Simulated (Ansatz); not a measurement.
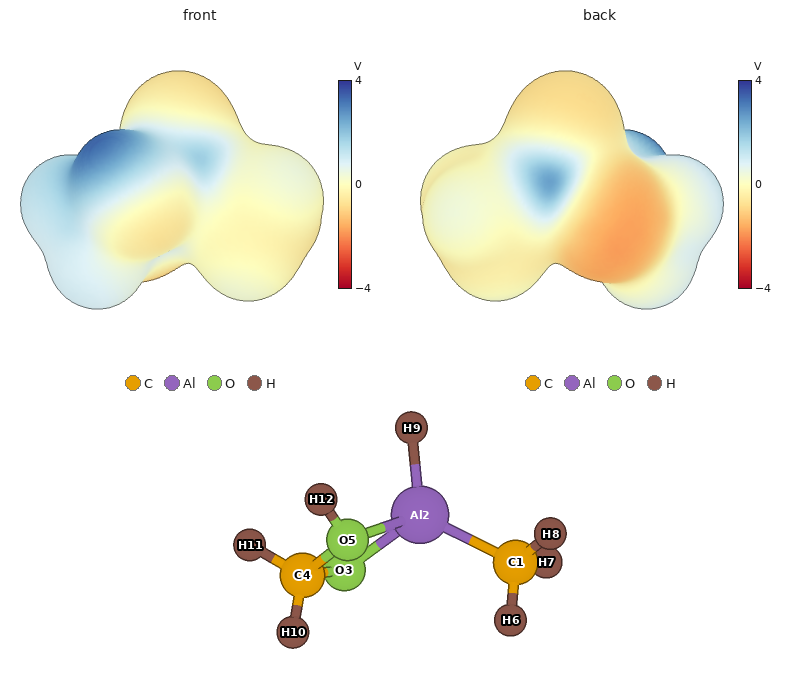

Figure 1: C2H7AlO2. The molecular electrostatic potential painted on the density surface at 0.002 e/bohr³, seen from the front and from behind; red is negative and blue positive. The bare structure is drawn below in the same view.

Theory: Ansatz 0.2.0, RKS PBE0/cc-pVDZ.

| atom | x (Å) | y (Å) | z (Å) |
| --- | --- | --- | --- |
| C | -1.6168 | -0.9902 | 0.5341 |
| Al | 0.1223 | -0.1621 | 0.8841 |
| O | 1.5760 | -0.8332 | -0.0002 |
| C | 1.8360 | 0.1998 | -0.8262 |
| O | 0.7055 | 1.1554 | -0.5893 |
| H | -1.7278 | -1.2949 | -0.5197 |
| H | -1.7518 | -1.8955 | 1.1527 |
| H | -2.4489 | -0.3092 | 0.7840 |
| H | 0.4428 | 0.6253 | 2.2432 |
| H | 1.7904 | -0.0568 | -1.9011 |
| H | 2.7739 | 0.7518 | -0.6061 |
| H | 1.0424 | 2.0162 | -0.3034 |

**Where is the surface potential most negative and most positive?**

The most negative region (about −1.7 V) lies over O3, the most positive (about +3.3 V) over H12. O3 is the likeliest acceptor of a hydrogen bond.
